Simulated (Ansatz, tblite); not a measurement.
# (H2Ga-mu-OH)2 (Ga2H6O2): rung by rung, part 2 of 2

How do method and basis change the picture of (H2Ga-mu-OH)2 (Ga2H6O2) (singlet)?

Ansatz 0.2.0, Gaussian basis; as each input shows. The steps go on from the part before.

### 17 PBE-D4/def2-TZVPD

in.yaml reads:

```yaml
crystal:
  periodic: [false, false, false]
  atoms:
    - {symbol: Ga, position_ang: [-0.700332, -1.197578, 0.666520]}
    - {symbol: H, position_ang: [0.233604, -2.207890, 1.436647]}
    - {symbol: H, position_ang: [-2.266520, -1.266631, 0.498474]}
    - {symbol: O, position_ang: [-0.139176, 0.653630, 1.027073]}
    - {symbol: Ga, position_ang: [0.698892, 1.198031, -0.667063]}
    - {symbol: H, position_ang: [-0.237266, 2.206938, -1.436272]}
    - {symbol: H, position_ang: [2.265213, 1.269290, -0.500835]}
    - {symbol: O, position_ang: [0.139245, -0.653648, -1.026902]}
    - {symbol: H, position_ang: [-0.246738, 1.169022, 1.840203]}
    - {symbol: H, position_ang: [0.253059, -1.171164, -1.837836]}
basis:
  gaussian: {orbitals: def2-TZVPD, initial_orbitals: start.molden}
hamiltonian: {xc: pbe, dispersion: d4}
scf: {omitted_lower_state_checks: [starts]}
output: {orbitals: {seedname: orbitals}}
```

Launch:

```sh
> ansatz run in.yaml --threads 2 --pin off --events-out ev --progress --plain --max-ram 4352MiB
```

The log of the run:

```text
Functional definition: PBE
  name "PBE"
  cite "Perdew, Burke & Ernzerhof, Phys. Rev. Lett. 77, 3865 (1996) doi:10.1103/PhysRevLett.77.3865"
  parent pbe
  parameter kappa = 0.804
  parameter beta = 0.06672455060314922
  exchange = pbe_x(kappa = kappa, mu = beta*pi^2/3)
  correlation = pbe_c(beta = beta)
these checks for a lower state are left out or cut short: starts
1426 factors; their error is unknown
mean field evaluation 1: about -108931.2872 eV, gradient 1.7e1 eV
mean field evaluation 2: about -108931.5573 eV, gradient 3.3e-1 eV
mean field evaluation 4: about -108931.5187 eV, gradient 2.0e-1 eV
mean field -108931.51878212 eV, -4003.1594788077 hartree, gradient 8.5e-5 eV, S^2 0.000000; 0 other end points of the search recorded, 0 dependent functions left out
reference -108931.51884700 eV, -4003.1594811919 hartree; 42, 42 occupied and 200, 200 virtual orbitals, 1426 factors
Total energy: -108931.75336722 eV, -4003.1680996511 hartree
Checks for a lower state left out: starts
```

Wall time 5.5 s (2 threads of Arm Neoverse V2, shared host).

Report: HOMO -6.38 eV, LUMO -1.55 eV.

### 18 r2SCAN-D4/def2-TZVPD

in.yaml: that of step 17 with these lines changed.

```diff
@@ -15,3 +15,3 @@
   gaussian: {orbitals: def2-TZVPD, initial_orbitals: start.molden}
-hamiltonian: {xc: pbe, dispersion: d4}
+hamiltonian: {xc: r2scan, dispersion: d4}
 scf: {omitted_lower_state_checks: [starts]}
```

The command is unchanged.

The log of the run:

```text
Functional definition: r2SCAN
  name "r2SCAN"
  cite "Furness, Kaplan, Ning, Perdew & Sun, J. Phys. Chem. Lett. 11, 8208 (2020) doi:10.1021/acs.jpclett.0c02405"
  cite "Furness, Kaplan, Ning, Perdew & Sun, J. Phys. Chem. Lett. 11, 9248 (2020) doi:10.1021/acs.jpclett.0c03077"
  parent r2scan
  parameter k0 = 0.174
  parameter k1 = 0.065
  parameter a1 = 4.9479
  exchange = r2scan_x(k0 = k0, k1 = k1, a1 = a1)
  correlation = r2scan_c
these checks for a lower state are left out or cut short: starts
1426 factors; their error is unknown
mean field evaluation 1: about -108949.6243 eV, gradient 1.3e1 eV
mean field evaluation 2: about -108949.7411 eV, gradient 2.0e-1 eV
mean field evaluation 4: about -108949.6956 eV, gradient 4.3e-4 eV
mean field -108949.69557943 eV, -4003.8274637879 hartree, gradient 2.2e-5 eV, S^2 0.000000; 0 other end points of the search recorded, 0 dependent functions left out
reference -108949.69560004 eV, -4003.8274645455 hartree; 42, 42 occupied and 200, 200 virtual orbitals, 1426 factors
Total energy: -108949.74971781 eV, -4003.8294533366 hartree
Checks for a lower state left out: starts
```

It took 12 s on 2 threads of Arm Neoverse V2, shared host.

HOMO -6.70 eV, LUMO -1.09 eV.

### 19 CCSD(T)/def2-TZVP

in.yaml: that of step 18 with these lines changed.

```diff
@@ -14,4 +14,4 @@
 basis:
-  gaussian: {orbitals: def2-TZVPD, initial_orbitals: start.molden}
-hamiltonian: {xc: r2scan, dispersion: d4}
+  gaussian: {orbitals: def2-TZVP, initial_orbitals: start.molden}
+correlation: {method: ccsd_t}
 scf: {omitted_lower_state_checks: [starts]}
```

Launched as before.

The log of the run, shortened:

```text
Functional definition: HF
  name "HF"
  cite "Fock, Z. Phys. 61, 126 (1930) doi:10.1007/BF01340294"
  parent pbe
[...]
1348 factors; integrals over basis functions are off by at most 1.3e-3 eV
[...]
mean field -108842.27573466 eV, -3999.8798573045 hartree, gradient 2.4e-6 eV, S^2 0.000000; 0 other end points of the search recorded, 0 dependent functions left out
20 core orbitals not correlated: weight in the atoms' cores, before any rotation towards them, 1.000 or more for the frozen orbitals, at most 0.000 for the correlated occupied ones
reference -108842.27573466 eV, -3999.8798573045 hartree; 22, 22 occupied and 152, 152 virtual orbitals, 1348 factors
second order -25.78565078 eV of doubles, -0.00000000 eV of singles
cycle   1  -25.20565169 eV  change    5.8e-1 eV  update   1.3e-1
[...]
cycle   8  -26.20548609 eV  change    4.1e-5 eV  update   3.6e-5
perturbative correction -0.93880086 eV, -0.0345002954 hartree
Total energy: -108869.42002161 eV, -4000.8773914509 hartree
Checks for a lower state left out: starts
```

It took 2.8 min on 2 threads of Arm Neoverse V2, shared host; peak memory 2.5 GiB.

From the report: Hartree-Fock HOMO -10.92 eV, LUMO 2.13 eV; T1 0.013.

### 20 RPA/def2-TZVP

in.yaml: that of step 19 with these lines changed.

```diff
@@ -15,4 +15,4 @@
   gaussian: {orbitals: def2-TZVP, initial_orbitals: start.molden}
-correlation: {method: ccsd_t}
+hamiltonian: {xc: pbe}
+correlation: {method: rpa}
 scf: {omitted_lower_state_checks: [starts]}
-output: {orbitals: {seedname: orbitals}}
```

Launched as before.

The log of the run, shortened:

```text
Functional definition: PBE
  name "PBE"
  cite "Perdew, Burke & Ernzerhof, Phys. Rev. Lett. 77, 3865 (1996) doi:10.1103/PhysRevLett.77.3865"
  parent pbe
[...]
1348 factors; integrals over basis functions are off by at most 1.3e-3 eV
[...]
mean field -108931.42503933 eV, -4003.1560338236 hartree, gradient 1.9e-6 eV, S^2 0.000000; 0 other end points of the search recorded, 0 dependent functions left out
20 core orbitals not correlated: weight in the atoms' cores, before any rotation towards them, 1.000 or more for the frozen orbitals, at most 0.000 for the correlated occupied ones
reference -108839.85248236 eV, -3999.7908044249 hartree; 22, 22 occupied and 152, 152 virtual orbitals, 1348 factors
Total energy: -108880.09623303 eV, -4001.2697349838 hartree
Checks for a lower state left out: starts
```

It took 8 s on 2 threads of Arm Neoverse V2, shared host.

### 21 Levels side by side

```
               level  functions  HOMO (eV)  LUMO (eV)  gap (eV)   time
           HF/STO-3G         52      -6.45       7.62     14.06  0.3 s
       LDA/def2-TZVP        194      -6.38      -1.64      4.74  1.8 s
     PBE-D4/def2-SVP        122      -6.21      -1.19      5.02  1.9 s
    PBE-D4/def2-TZVP        194      -6.33      -1.39      4.94  3.9 s
   PBE-D4/def2-TZVPD        242      -6.38      -1.55      4.83  5.5 s
 r2SCAN-D4/def2-TZVP        194      -6.67      -0.97      5.70    7 s
r2SCAN-D4/def2-TZVPD        242      -6.70      -1.09      5.61   12 s
    B97M-V/def2-TZVP        194      -6.81      -1.28      5.53   14 s
r2SCANh-D4/def2-TZVP        194      -7.16      -0.71      6.45    9 s
    PBE0-D4/def2-SVP        122      -7.59      -0.38      7.21  2.9 s
   PBE0-D4/def2-TZVP        194      -7.67      -0.59      7.08  5.5 s
  PBE0-D4/def2-TZVPD        242      -7.70      -0.81      6.89  8.5 s
r2SCAN0-D4/def2-TZVP        194      -7.90      -0.33      7.56  9.5 s
   ωB97M-V/def2-TZVP        194      -9.90       0.95     10.85   17 s
```

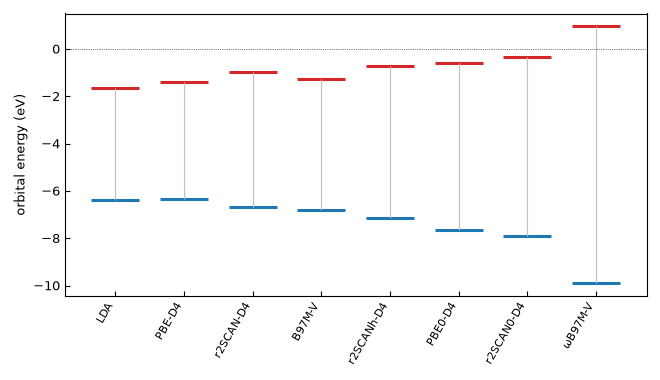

Highest filled (blue) and lowest empty (red) level in def2-TZVP.

Energy pieces by basis (eV):

```
    basis            HF  MP2 correlation  CCSD correlation      (T)         total
def2-TZVP  -108842.2757         -25.7857          -26.2055  -0.9388  -108869.4200
```

### 22 Binding energy

Free atoms were run apart at each level; binding is atoms less cluster, divided by the number of atoms, without zero-point or spin-orbit terms.

Differences are taken before rounding.

```
              method  binding an atom (eV)  from CCSD(T)/def2-TZVP (eV)     time
        HF/def2-TZVP                 2.184                       -0.812         
       LDA/def2-TZVP                 3.500                       +0.503    1.8 s
     PBE-D4/def2-SVP                 3.070                       +0.073    1.9 s
    PBE-D4/def2-TZVP                 3.040                       +0.044    3.9 s
   PBE-D4/def2-TZVPD                 3.043                       +0.046    5.5 s
 r2SCAN-D4/def2-TZVP                 3.077                       +0.080      7 s
r2SCAN-D4/def2-TZVPD                 3.079                       +0.083     12 s
    B97M-V/def2-TZVP                 3.082                       +0.085     14 s
r2SCANh-D4/def2-TZVP                 3.054                       +0.057      9 s
    PBE0-D4/def2-SVP                 3.028                       +0.031    2.9 s
   PBE0-D4/def2-TZVP                 3.000                       +0.004    5.5 s
  PBE0-D4/def2-TZVPD                 3.004                       +0.007    8.5 s
r2SCAN0-D4/def2-TZVP                 3.022                       +0.025    9.5 s
   ωB97M-V/def2-TZVP                 3.059                       +0.062     17 s
       MP2/def2-TZVP                 3.028                       +0.032         
      CCSD/def2-TZVP                 2.959                       -0.038         
   CCSD(T)/def2-TZVP                 2.997                            0  2.8 min
```

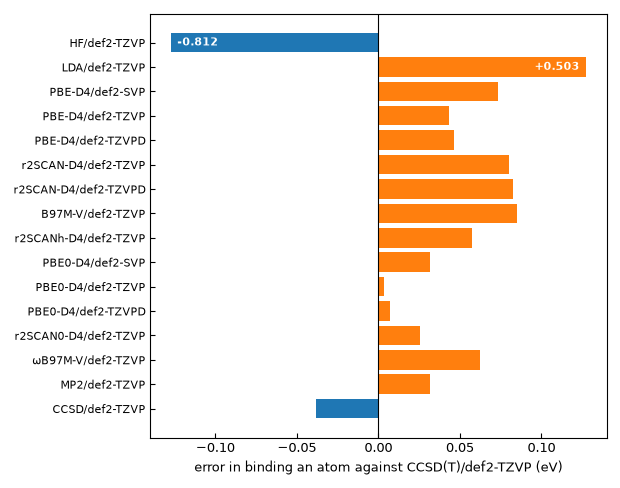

How far each level lands from CCSD(T)/def2-TZVP. Bars with a number in them are cut short.

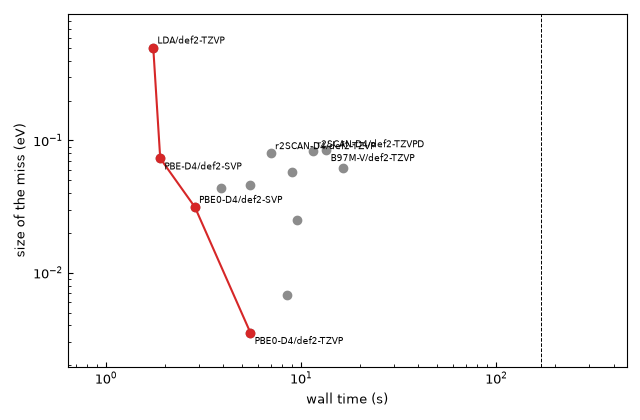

Accuracy for the time spent; red marks the levels that beat every quicker one drawn (of those quicker than the yardstick), and the dashed line is the time of CCSD(T)/def2-TZVP. Only those levels and the largest misses are named. Times are from a shared host.

### 23 Outcome

The summary covers parts 1 to 2.

| quantity | value |
| --- | --- |
| gap in def2-TZVP, named functionals, smallest and largest | 4.74 eV (LDA), 10.85 eV (ωB97M-V) |
| correlation energy, CCSD(T)/def2-TZVP | -27.14 eV |
| binding an atom, CCSD(T)/def2-TZVP | 2.997 eV |
| PBE0 total energy, smallest basis above largest | 18.44 eV (def2-SVP, def2-TZVPD) |

What this shows: Over the named functionals in def2-TZVP the gap runs from 4.74 eV (LDA) to 10.85 eV (ωB97M-V); exact exchange widens it. The functionals in def2-TZVP miss CCSD(T)/def2-TZVP by +0.004 (PBE0-D4) to +0.503 eV (LDA) an atom. The reference is CCSD(T) in one finite basis, so it carries an error of its own, often a tenth of an eV or more, and near misses can't be ranked.

PBE0-D4/def2-TZVP reaches 0.004 eV from the reference in 5.5 s, where CCSD(T)/def2-TZVP took 2.8 min; the quickest level in the cost chart, LDA/def2-TZVP, takes 1.8 s and misses by 0.503 eV. The slowest run with a step of its own, CCSD(T)/def2-TZVP, took 2.8 min; the quickest functional in def2-TZVP took 1.8 s (shared host).
